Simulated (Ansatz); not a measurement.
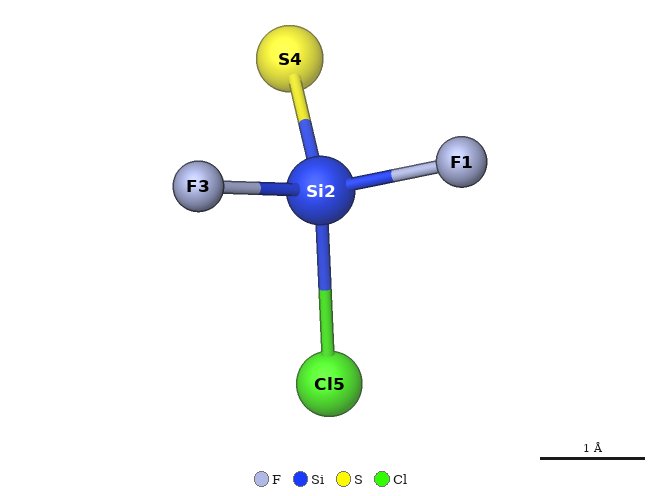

Orthographic view. Distant atoms are faded towards the background colour. Charge 0, doublet. The computed structure is the end point of a PBE-D4/def2-SVP optimisation. No frequency run is at hand to confirm it as a minimum.

Give the geometry as a Z-matrix, atoms in numerical order, with these reference atoms: 2 to 1; 3 to 2, 1; 4 to 2, 3, 1; 5 to 2, 3, 1.

```
F  
Si   1   1.620
F    2   1.620   1   105.2
S    2   2.097   3   114.4   1  -126.6
Cl   2   2.056   3   109.6   1   117.5
```
